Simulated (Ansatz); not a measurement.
```yaml
atoms:
  - { symbol: Si, position_ang: [-0.9276, 0.6552, -0.0952] }
  - { symbol: Cl, position_ang: [1.0442, -2.7920, -1.1865] }
  - { symbol: H, position_ang: [-0.9945, 1.8032, -1.0366] }
  - { symbol: H, position_ang: [-2.0179, 0.7861, 0.9062] }
  - { symbol: H, position_ang: [-1.2096, -0.5811, -0.8897] }
  - { symbol: H, position_ang: [0.0820, -1.9430, -1.1044] }
  - { symbol: C, position_ang: [0.7456, 0.5356, 0.7235] }
  - { symbol: H, position_ang: [1.5373, 0.4207, -0.0199] }
  - { symbol: H, position_ang: [0.7898, -0.3222, 1.3979] }
  - { symbol: H, position_ang: [0.9507, 1.4375, 1.3046] }
```

The product side of a reaction path; geometry: PBE0-D4/def2-TZVP.

Theory: RKS PBE0-D4/def2-TZVPP in Ansatz 0.2.0.

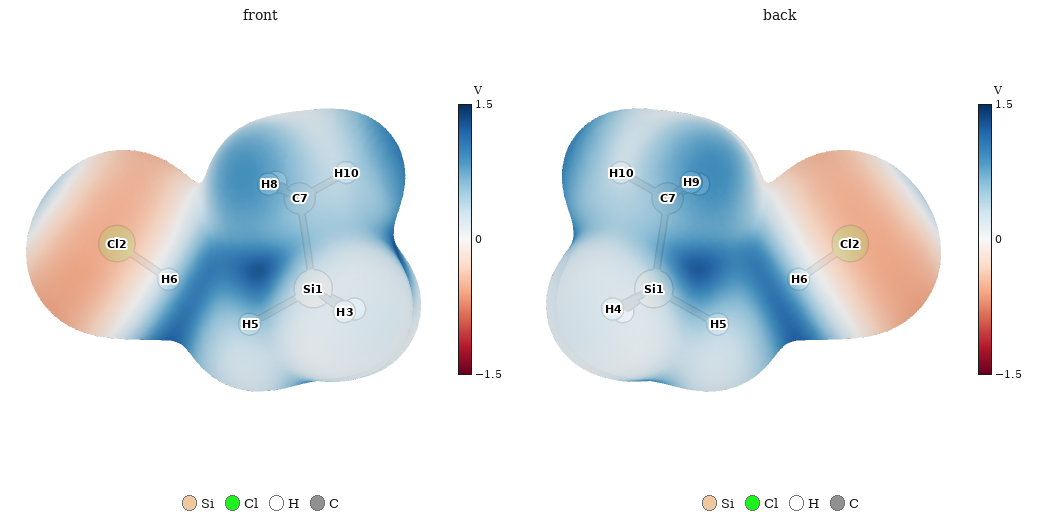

CH₆Si···HCl. The electrostatic potential painted on the density surface at 0.002 e/bohr³, seen from the front and from behind; the colour scale runs from red (negative) to blue (positive).

Q: Where is the surface potential most negative and most positive?

A: The most negative region (about −0.6 V) lies over Cl2, the most positive (about +1.3 V) over Si1 and H6. Cl2 shows a σ-hole: about +0.4 V at the tip opposite its bond, against about −0.5 V on its flanks.
